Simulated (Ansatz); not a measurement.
Al3BAs4

```
B Al As
1.0
     3.86867    0.00000    0.00000
    -1.93434    3.35037    0.00000
     0.00000    0.00000   38.29578
B Al As
3 9 12
Direct
  0.00000 0.00000 0.00190
  0.66667 0.33333 0.33523
  0.33333 0.66667 0.66856
  0.00000 0.00000 0.25383
  0.66667 0.33333 0.58717
  0.33333 0.66667 0.92050
  0.33333 0.66667 0.16669
  0.00000 0.00000 0.50003
  0.66667 0.33333 0.83336
  0.66667 0.33333 0.07951
  0.33333 0.66667 0.41285
  0.00000 0.00000 0.74618
  0.00000 0.00000 0.31816
  0.66667 0.33333 0.65149
  0.33333 0.66667 0.98483
  0.33333 0.66667 0.23049
  0.00000 0.00000 0.56382
  0.66667 0.33333 0.89716
  0.66667 0.33333 0.14330
  0.33333 0.66667 0.47663
  0.00000 0.00000 0.80997
  0.00000 0.00000 0.05611
  0.66667 0.33333 0.38945
  0.33333 0.66667 0.72278
```

Space group R3m; started from the ordered alloy on zincblende lattice prototype, which need not be the ambient phase.

These are results of DFT, HSE06, plane waves, PAW (Ansatz 0.2.0), not measurements.

Predict the valence pseudo-density and electron localisation function between the atoms.

B–As (2.08 Å): the density is about 0.77 e/Å³ at the midpoint; the ELF peaks at about 0.90 between the atoms: localised, covalent bonding.
Al–As (2.41 Å): the density is about 0.52 e/Å³ at the midpoint; the ELF peaks at about 0.95 between the atoms: localised, covalent bonding.
B–As (2.33 Å): ρ is about 0.54 e/Å³ halfway; the ELF peaks at about 0.90 between the atoms, as expected for a covalent bond.
Al–As (2.46 Å): the density is about 0.51 e/Å³ at the midpoint; the ELF peaks at about 0.95 between the atoms; a covalent bond.

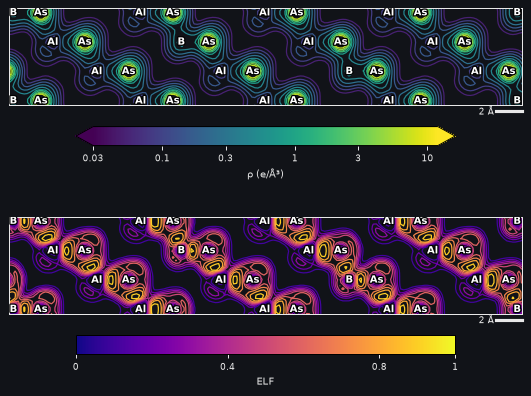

Computed valence pseudo-density and electron localisation function on the (110) plane of the conventional cell, in this order. 

In a PAW calculation such maps are meaningful between the atoms, not at the nuclei.
